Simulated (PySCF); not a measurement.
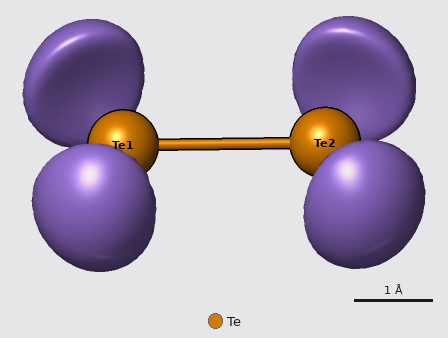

Te2. Isosurface of the electron localisation function at 0.85 (purple), seen from one side. Core shells and regions of very low density are left out.

Geometry: BP86-D3(BJ)/ma-def2-SVP; core potentials replace the inner electrons of Te.

Theory: DFT single point, gas phase, functional B3LYP in PySCF.

```tsv
atom	x (Å)	y (Å)	z (Å)
Te	1.0197	0.3252	0.7152
Te	-1.0087	-0.3201	-0.7718
```

> Identify the bonds, lone pairs and shells in this picture.

At this value the surface marks out four lobes on Te, pointing away from the bonds (lone pairs). Profiles from the grid: Te–Te (2.60 Å): the ELF peaks at about 0.65 between the atoms.
